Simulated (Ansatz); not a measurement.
# RPA@PBE0/def2-SVP (core potential) run of SnSiH6O (SMILES [SiH3][O][SnH3])

What is the energy change on altering one bond length of SnSiH6O at RPA@PBE0/def2-SVP (core potential)? 

The calculation is run with Ansatz 0.2.0.

63 further runs of the same task are left out: 63 set aside as unsound or not needed. Runs told in other sessions of the task aren't counted.

## (1) The molecule

SnSiH6O has 9 atoms, charge 0, and is taken as a singlet. SMILES: `[SiH3][O][SnH3]`. The coordinates come from a PBE0-D4/def2-TZVP relaxation.

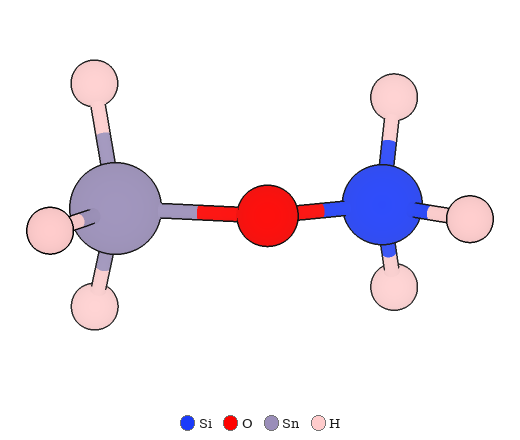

Viewed from a chosen angle; silicon blue, oxygen red, tin purple, hydrogen pink.

## (2) The energy at RPA@PBE0/def2-SVP (core potential)

Input file input.yaml:

```yaml
crystal:
  periodic: [false, false, false]
  atoms:
    - {symbol: Si, position_ang: [-0.707500, 1.106300, -0.961800]}
    - {symbol: O, position_ang: [0.549600, 0.232700, -0.411000]}
    - {symbol: Sn, position_ang: [0.837100, -1.145700, 0.956400]}
    - {symbol: H, position_ang: [-1.786000, 0.228100, -1.502000]}
    - {symbol: H, position_ang: [-0.233000, 2.004100, -2.046400]}
    - {symbol: H, position_ang: [-1.309600, 1.937400, 0.121200]}
    - {symbol: H, position_ang: [2.493700, -1.499800, 0.829900]}
    - {symbol: H, position_ang: [-0.166000, -2.460900, 0.544700]}
    - {symbol: H, position_ang: [0.410100, -0.448400, 2.452000]}
basis:
  gaussian: {orbitals: def2-SVP}
hamiltonian: {xc: pbe0}
correlation: {method: rpa, frozen_orbitals: {H: 0, O: 1, Si: 5, Sn: 4}}
accuracy: high
```

Launch:

```console
ansatz run input.yaml --threads 1 --pin off --max-ram 2610MiB --events-out events.jsonl --progress --plain --runs-dir runs
```

What it wrote:

```text
Warning: RAYON_NUM_THREADS=1 ignored (pool sized by the plan → 1); use --threads N
Functional definition: PBE0
  name "PBE0"
  parameter a = 0.25
  parameter kappa = 0.804
  parameter beta = 0.06672455060314922
  exchange = (1 - a)*pbe_x(kappa = kappa, mu = beta*pi^2/3) + a*exact_x
  correlation = pbe_c(beta = beta)
2073 factors; integrals over basis functions are off by at most 7.3e-9 eV
mean field evaluation 1: about -15839.8295 eV, gradient 5.0e1 eV
mean field evaluation 2: about -15839.9549 eV, gradient 5.0e1 eV
mean field evaluation 4: about -15844.2942 eV, gradient 5.3e0 eV
mean field evaluation 8: about -15844.3844 eV, gradient 3.0e-1 eV
mean field evaluation 16: about -15844.3847 eV, gradient 1.0e-5 eV
mean field -15844.38466333 eV, -582.2703966678 hartree, gradient 3.5e-8 eV, S^2 0.000000; 0 other end points of the search recorded, 0 dependent functions left out
10 core orbitals not correlated: weight in the atoms' cores, before any rotation towards them, 1.000 or more for the frozen orbitals, at most 0.000 for the correlated occupied ones
reference -15795.65229742 eV, -580.4795152524 hartree; 15, 15 occupied and 63, 63 virtual orbitals, 2073 factors
Total energy: -15813.27707342 eV, -581.1272138241 hartree
```

It took 16 s on 1 thread of Arm Neoverse V1, shared host; peak memory 0.4 GiB.

## (3) The distorted shape

Input file job.yaml:

```yaml
crystal:
  periodic: [false, false, false]
  atoms:
    - {symbol: Si, position_ang: [-1.087097, 0.388066, -0.094127]}
    - {symbol: O, position_ang: [0.170003, -0.485534, 0.456673]}
    - {symbol: Sn, position_ang: [0.457503, -1.863934, 1.824073]}
    - {symbol: H, position_ang: [-2.165597, -0.490134, -0.634327]}
    - {symbol: H, position_ang: [-0.233000, 2.004100, -2.046400]}
    - {symbol: H, position_ang: [-1.689197, 1.219166, 0.988873]}
    - {symbol: H, position_ang: [2.114103, -2.218034, 1.697573]}
    - {symbol: H, position_ang: [-0.545597, -3.179134, 1.412373]}
    - {symbol: H, position_ang: [0.030503, -1.166634, 3.319673]}
basis:
  gaussian: {orbitals: def2-SVP}
correlation: {method: rpa, frozen_orbitals: {H: 0, O: 1, Si: 5, Sn: 4}}
accuracy: high
hamiltonian: {xc: pbe0}
```

Launch:

```console
ansatz run job.yaml --threads 1 --pin off --max-ram 2610MiB --events-out events.jsonl --progress --plain --runs-dir runs
```

What it wrote:

```text
Warning: RAYON_NUM_THREADS=1 ignored (pool sized by the plan → 1); use --threads N
Functional definition: PBE0
  name "PBE0"
  parameter a = 0.25
  parameter kappa = 0.804
  parameter beta = 0.06672455060314922
  exchange = (1 - a)*pbe_x(kappa = kappa, mu = beta*pi^2/3) + a*exact_x
  correlation = pbe_c(beta = beta)
2040 factors; integrals over basis functions are off by at most 3.8e-9 eV
mean field evaluation 1: about -15836.6404 eV, gradient 4.9e1 eV
mean field evaluation 2: about -15836.7468 eV, gradient 4.9e1 eV
mean field evaluation 4: about -15840.8622 eV, gradient 8.0e0 eV
mean field evaluation 8: about -15841.1380 eV, gradient 1.2e0 eV
mean field evaluation 16: about -15841.1445 eV, gradient 3.1e-5 eV
mean field -15841.14445431 eV, -582.1513211826 hartree, gradient 4.5e-8 eV, S^2 0.000000; 0 other end points of the search recorded, 0 dependent functions left out; unrestricted orbitals would lower it
mean field evaluation 32: about -15793.2758 eV, gradient 9.1e-3 eV
unrestricted determinant -15793.27577063 eV, -580.3921795037 hartree, S^2 0.7174
10 core orbitals not correlated: weight in the atoms' cores, before any rotation towards them, 1.000 or more for the frozen orbitals, at most 0.000 for the correlated occupied ones
reference -15791.81590303 eV, -580.3385303592 hartree; 15, 15 occupied and 63, 63 virtual orbitals, 2040 factors
Total energy: -15809.95847657 eV, -581.0052576393 hartree
```

It took 18 s on 1 thread of Arm Neoverse V1, shared host; peak memory 0.39 GiB.

## (4) Results

At RPA@PBE0/def2-SVP (core potential), 10 core orbitals frozen:

| quantity | value |
| --- | --- |
| first shape: total energy | -581.12721 Eh |
| first shape: RPA correlation energy (valence) | -647.7 mEh |
| distorted shape: total energy | -581.00526 Eh |
| distorted shape: RPA correlation energy (valence) | -666.7 mEh |
| energy change with the Si1–H5 bond stretched from 1.486 to 2.674 Å | 3.319 eV |

One bond (distorted shape) is far stretched, which a spin-restricted single reference describes badly; a broken-symmetry solution may lie lower. With the Si1–H5 bond stretched from 1.486 to 2.674 Å the energy rises by 3.32 eV (77 kcal/mol). The first shape isn't relaxed at this level, so the change isn't measured from a minimum. A restricted reference can't describe the breaking bond well at this length. The restricted solution (distorted shape) is unstable to spin breaking: an unrestricted one lies lower.
